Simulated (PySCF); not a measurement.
**C2H6O2Si2: one change and its effect**

System: C2H6O2Si2.
Method of run A: GIAO LDA/pcSseg-1 NMR shielding, non-relativistic, gas phase (PySCF 2.14.0).

The geometry comes from this level: PBE0-D3(BJ)/def2-SVP. Text and figures count atoms from 1; the logs count them from 0 in places.

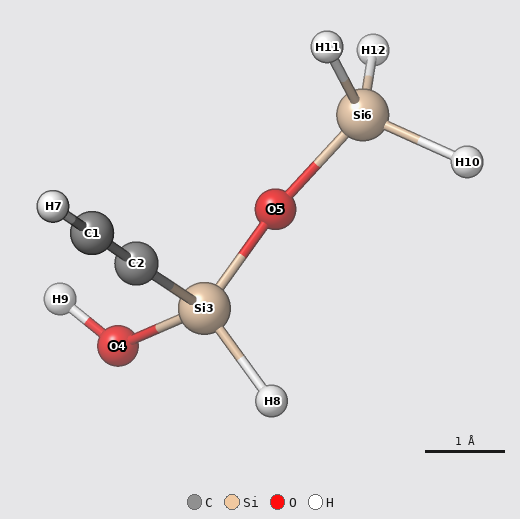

The structure as given in the input (ball-and-stick view, seen at a tilt; atoms are numbered from 1 in the order of the input).

Input file, run A:
```
{"job": {"kind": "nmr", "xc": "LDA", "basis": "pcSseg-1", "pop": false}, "charge": 0, "multiplicity": 1}
C      2.099412    -1.286619     1.348143
C      1.455985    -0.341976     0.929338
Si     0.469465     1.072431     0.294868
O      1.418217     2.064398    -0.617164
O     -0.759719     0.451005    -0.607044
Si    -2.020033    -0.614735    -0.759173
H      2.668884    -2.119825     1.720944
H     -0.057670     1.899825     1.400815
H      1.971655     1.645836    -1.282996
H     -3.109234    -0.262374     0.199971
H     -1.558000    -2.007718    -0.483309
H     -2.539208    -0.528644    -2.153007
```

The first line tells a small driver script what to run in PySCF; the rest is the geometry in Å.

Command:
```bash
OMP_NUM_THREADS=1 python <driver script> task.json out
```

Hardware: 1 CPU thread, shared host.

Output (run A):
```
coarse grid: 11312 points
cycle   1  E = -804.8498829337  dE =  6.290e-01  |g| = 1.202e+00  |ddm| = 3.353e+00
cycle   2  E = -803.6605242431  dE =  1.189e+00  |g| = 2.668e+00  |ddm| = 3.200e+00
cycle   3  E = -805.0682965948  dE = -1.408e+00  |g| = 3.876e-01  |ddm| = 2.737e+00
cycle   4  E = -805.0922394145  dE = -2.394e-02  |g| = 2.632e-01  |ddm| = 5.189e-01
cycle   5  E = -805.1029590741  dE = -1.072e-02  |g| = 1.684e-01  |ddm| = 2.477e-01
cycle   6  E = -805.1098655251  dE = -6.906e-03  |g| = 2.699e-02  |ddm| = 1.243e-01
cycle   7  E = -805.1099910911  dE = -1.256e-04  |g| = 1.550e-02  |ddm| = 2.732e-02
cycle   8  E = -805.1100337095  dE = -4.262e-05  |g| = 2.100e-03  |ddm| = 1.189e-02
cycle   9  E = -805.1100348327  dE = -1.123e-06  |g| = 2.736e-04  |ddm| = 2.662e-03
final grid: 100920 points
cycle  10  E = -805.1607503511  dE = -1.842e-05  |g| = 2.828e-03  |ddm| = 1.646e-02
cycle  11  E = -805.1607467379  dE =  3.613e-06  |g| = 5.400e-03  |ddm| = 5.478e-03
cycle  12  E = -805.1607517621  dE = -5.024e-06  |g| = 8.545e-04  |ddm| = 3.793e-03
cycle  13  E = -805.1607518318  dE = -6.977e-08  |g| = 6.416e-04  |ddm| = 9.457e-04
cycle  14  E = -805.1607519328  dE = -1.010e-07  |g| = 1.497e-04  |ddm| = 4.834e-04
cycle  15  E = -805.1607519384  dE = -5.598e-09  |g| = 3.383e-05  |ddm| = 1.440e-04
cycle  16  E = -805.1607519386  dE = -1.839e-10  |g| = 1.009e-05  |ddm| = 2.808e-05
converged SCF energy = -805.1607519386

GIAO shielding tensors (ppm)
atom      isotropic    diamagn.    paramagn.     s11        s22        s33       span
  0 C       78.867     261.885    -183.018     -4.741     -1.542    242.884    247.625
  1 C       88.252     261.225    -172.973    -13.319     -9.846    287.922    301.241
  2 Si     372.356     881.101    -508.746    336.369    381.465    399.234     62.865
  3 O      253.949     387.376    -133.427    193.617    279.049    289.182     95.565
  4 O      269.836     399.357    -129.521    223.465    260.898    325.145    101.680
  5 Si     357.241     879.897    -522.657    308.084    315.117    448.521    140.437
  6 H       28.743      31.882      -3.138     24.032     24.281     37.916     13.884
  7 H       25.890      27.951      -2.061     22.893     23.350     31.425      8.532
  8 H       28.430      30.617      -2.187     22.027     23.797     39.467     17.440
  9 H       25.291      27.722      -2.431     22.099     23.567     30.208      8.109
 10 H       25.219      28.970      -3.752     21.848     24.344     29.465      7.617
 11 H       25.406      27.493      -2.086     22.143     23.670     30.406      8.263
```

Run B used a changed input.

The two runs side by side:

```csv
quantity,run A,run B
outcome,converged,converged
total energy (hartree),−805.160752,−806.843730
HOMO (eV),−7.30,−11.23
LUMO (eV),−1.47,3.33
dipole moment (D),1.95,2.25
shielding of C1 (ppm),78.9,85.6
shielding of C2 (ppm),88.3,104.3
shielding of Si3 (ppm),372.4,453.9
shielding of O4 (ppm),253.9,287.9
shielding of O5 (ppm),269.8,303.5
shielding of Si6 (ppm),357.2,440.2
shielding of H11 (ppm),25.2,27.1
SCF iterations,16,12
basis functions,146,146
wall time (shared host),24 s,13 s
```

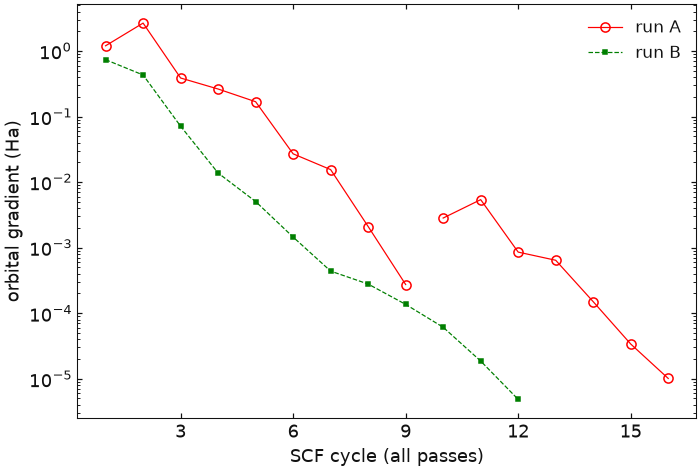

Convergence of the two runs: orbital gradient against the SCF cycle. A break in a curve parts two SCF passes (coarse and final grid). Run A takes 16 cycles in all, and run B takes 12.

Which change of the input explains these differences?

The change (lines with − go, lines with + come):
```diff
-"xc": "LDA"
+"xc": "HF"
```

The total energies belong to different methods, so their difference says nothing on which is more stable or more accurate. The HOMO goes from −7.30 to −11.23 eV. The LUMO goes from −1.47 to 3.33 eV. The dipole moment goes from 1.95 to 2.25 D. Of all shieldings, the largest change is that of Si6, by +83.0 ppm. The method changes from LDA to HF. Exact exchange removes part of the self-interaction error of semilocal functionals, which pushes filled and empty levels apart. The SCF takes 12 iterations against 16.

Output (run B):
```
final grid: 100920 points
cycle   1  E = -806.7131493054  dE =  5.322e-01  |g| = 7.377e-01  |ddm| = 3.151e+00
cycle   2  E = -806.8097658503  dE = -9.662e-02  |g| = 4.309e-01  |ddm| = 8.032e-01
cycle   3  E = -806.8420659047  dE = -3.230e-02  |g| = 7.125e-02  |ddm| = 3.091e-01
cycle   4  E = -806.8436686771  dE = -1.603e-03  |g| = 1.375e-02  |ddm| = 1.303e-01
cycle   5  E = -806.8437224321  dE = -5.376e-05  |g| = 5.053e-03  |ddm| = 2.558e-02
cycle   6  E = -806.8437285911  dE = -6.159e-06  |g| = 1.449e-03  |ddm| = 5.342e-03
cycle   7  E = -806.8437294158  dE = -8.247e-07  |g| = 4.384e-04  |ddm| = 2.108e-03
cycle   8  E = -806.8437295876  dE = -1.718e-07  |g| = 2.782e-04  |ddm| = 7.803e-04
cycle   9  E = -806.8437296530  dE = -6.538e-08  |g| = 1.362e-04  |ddm| = 4.289e-04
cycle  10  E = -806.8437296856  dE = -3.261e-08  |g| = 6.095e-05  |ddm| = 3.434e-04
cycle  11  E = -806.8437296936  dE = -8.001e-09  |g| = 1.860e-05  |ddm| = 2.210e-04
cycle  12  E = -806.8437296941  dE = -4.338e-10  |g| = 4.832e-06  |ddm| = 5.509e-05
converged SCF energy = -806.8437296941

GIAO shielding tensors (ppm)
atom      isotropic    diamagn.    paramagn.     s11        s22        s33       span
  0 C       85.582     265.041    -179.458      1.964      5.620    249.163    247.199
  1 C      104.252     263.755    -159.503      5.098      9.363    298.296    293.198
  2 Si     453.934     874.760    -420.827    430.803    460.603    470.395     39.592
  3 O      287.858     388.747    -100.889    251.909    293.651    318.014     66.105
  4 O      303.539     404.121    -100.582    283.799    296.374    330.445     46.645
  5 Si     440.236     874.557    -434.321    409.876    416.729    494.104     84.228
  6 H       28.989      31.565      -2.576     23.872     24.115     38.981     15.110
  7 H       27.682      28.433      -0.751     24.620     25.023     33.402      8.782
  8 H       29.379      30.748      -1.369     21.776     24.119     42.242     20.466
  9 H       27.170      28.608      -1.438     23.926     25.406     32.177      8.251
 10 H       27.110      29.875      -2.765     23.608     26.378     31.345      7.737
 11 H       27.205      28.367      -1.162     23.887     25.306     32.423      8.536
```
